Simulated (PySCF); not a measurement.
# S2O (SMILES O=S=S): CCSD(T)/STO-3G

Aim: the vertical ionisation energy of S2O at CCSD(T)/STO-3G, from 2 runs. Input form: a Python script.

Program for the calculation: PySCF 2.14.0.

17 further runs of the same task are left out: 8 that didn't finish, 9 set aside as unsound or not needed.

### Step 1. Starting point

S2O has 3 atoms, charge 0, and is taken as a singlet. As SMILES, `O=S=S`. The shape is that of a GFN2-xTB optimisation.

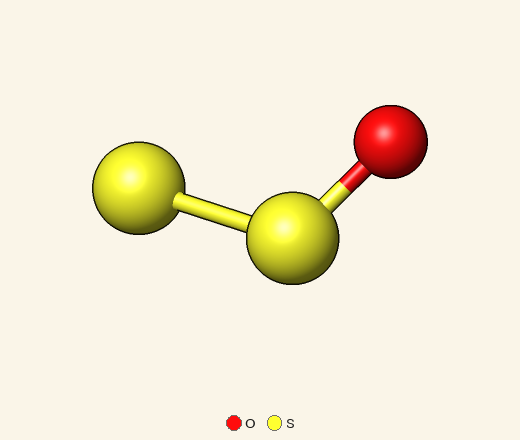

The structure, seen from a chosen angle (oxygen red, sulfur yellow).

### Step 2. A single-point energy at CCSD(T)/STO-3G

The input, input.py:

```python
from pyscf import gto, scf, cc

system = gto.M(
    atom='O 0.431370 1.195520 0.483120; S 0.559470 -0.210460 0.159300; S -0.990830 -0.985060 -0.642420',
    max_memory=1860,
    basis='sto-3g',
    verbose=3,
)

calc0 = scf.RHF(system)
calc0.conv_tol = 1e-10
calc0.kernel()
if not calc0.converged:
    calc0 = calc0.newton().run(calc0.mo_coeff, calc0.mo_occ)

mycc = cc.CCSD(calc0, frozen=11)
mycc.kernel()
e_t = mycc.ccsd_t()
e_final = mycc.e_tot + e_t
print('E(%s) = %.9f' % ('CCSD(T)', e_final))
```

The run is started by

```sh
$ OMP_NUM_THREADS=1 python input.py
```

The log of the run:

```text
converged SCF energy = -860.00581471011
E(CCSD) = -860.1742076039137  E_corr = -0.1683928938033007
CCSD(T) correction = -0.0152385237010325
E(CCSD(T)) = -860.189446128
```

It took 0.58 s on 1 thread of Arm Neoverse V2, shared host; peak memory 0.1 GiB.

### Step 3. The doublet cation at the same level

The input, calc.py:

```python
from pyscf import gto, cc

system = gto.Mole()
system.atom = '''
O      0.431370     1.195520     0.483120
S      0.559470    -0.210460     0.159300
S     -0.990830    -0.985060    -0.642420
'''
system.max_memory = 1860
system.verbose = 3
system.spin = 1
system.charge = 1
system.basis = 'sto-3g'
system.build()

mf = system.UHF()
mf.conv_tol = 1e-10
mf.kernel()
if not mf.converged:
    mf = mf.newton().run(mf.mo_coeff, mf.mo_occ)

mycc = cc.CCSD(mf, frozen=11)
mycc.kernel()
e_t = mycc.ccsd_t()
etot = mycc.e_tot + e_t
print(f'total energy: {etot:.8f} hartree')
```

The run is started by

```sh
$ OMP_NUM_THREADS=1 python calc.py
```

The log of the run:

```text
converged SCF energy = -859.819316155231  <S^2> = 0.75879965  2S+1 = 2.0087804
E(UCCSD) = -859.9814660421599  E_corr = -0.1621498869284312
UCCSD(T) correction = -0.0103202376164464
total energy: -859.99178628 hartree
```

It took 0.78 s on 1 thread of Arm Neoverse V2, shared host; peak memory 0.12 GiB.

### Step 4. Summary of results

At CCSD(T)/STO-3G, 11 core orbitals frozen:

| quantity | value |
| --- | --- |
| singlet S2O: total energy | -860.18945 Eh |
| singlet S2O: dipole moment (Hartree–Fock density) | 1.57 D |
| singlet S2O: HOMO energy (Hartree–Fock orbitals) | -5.91 eV |
| singlet S2O: LUMO energy (Hartree–Fock orbitals) | 3.42 eV |
| singlet S2O: HOMO–LUMO gap (Hartree–Fock orbitals) | 9.33 eV |
| singlet S2O: correlation energy (11 core orbitals frozen) | -183.6 mEh |
| singlet S2O: (T) correction | -15.24 mEh |
| singlet S2O: T1 diagnostic | 0.035 |
| doublet cation: total energy | -859.99179 Eh |
| doublet cation: HOMO energy (Hartree–Fock orbitals) (highest over α and β) | -15.38 eV |
| doublet cation: LUMO energy (Hartree–Fock orbitals) (lowest over α and β) | -5.13 eV |
| doublet cation: correlation energy (11 core orbitals frozen) | -172.5 mEh |
| doublet cation: (T) correction | -10.32 mEh |
| doublet cation: ⟨S²⟩ of the reference determinant | 0.759 |
| doublet cation: T1 diagnostic | 0.048 |
| vertical ionisation energy (to the doublet cation) | 5.379 eV |

In words: Removing an electron at fixed nuclei costs 5.38 eV (519 kJ/mol). In a minimal basis such a difference can be off by several eV, whatever the method. The T1 diagnostic (singlet S2O) of 0.035 is above the customary mark for such species, so a single reference may not serve. Mulliken charges (singlet S2O) of the mean-field density run from -0.37 on O1 to +0.54 on S2. The triples (singlet S2O) make up 8.3 % of the correlation energy. The T1 diagnostic (doublet cation) of 0.048 is above the customary mark for such species, so a single reference may not serve.
